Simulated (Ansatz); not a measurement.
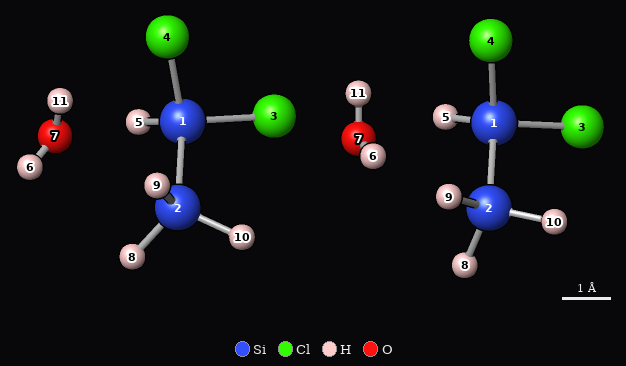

Two geometries of Si$_{2}$H$_{6}$OCl$_{2}$, drawn at one scale. One is the start of a relaxation, the other its converged end. Style: ball-and-stick. Shown at a tilt.

All numbers below come from RKS B3LYP-D4/def2-SVP (Ansatz). Set-up: no spin polarisation; force threshold 0.03 eV/Å; at most 50 steps.

Question: Which of the two is the end point?

Answer: The left one is the relaxed one. The run prepares an end point of a later path (reaction) calculation, from a guessed geometry. The atom that moves furthest after the best rigid fit is H6 (0.80 Å). Largest moves by element: H 0.80 Å, Cl 0.28 Å, O 0.22 Å, Si 0.09 Å. Among the contacts that change: Si1–Si2 2.256 → 2.347 Å, Si1–Cl4 2.093 → 2.100 Å, Si2–H10 1.489 → 1.494 Å. Among the angles between lasting bonds that change: Si1–Si2–H9 113.0° → 110.3°, Si2–Si1–Cl3 106.8° → 108.8°. Groups turn about Si1–Si2 by about 30°. The energy falls by 12.1 kJ/mol in 20 accepted moves (24 points after the start). Largest force component: 0.88 eV/Å at the start, 0.026 eV/Å at the end. The line search rejected the trial steps at points 3, 11, 14, 21 of the run. The forces were under the threshold at step 12, but the run went on from there. The run took 64 s on 2 threads of Intel(R) Xeon(R) 6975P-C (Granite Rapids), on a shared host, peak memory 0.31 GiB.
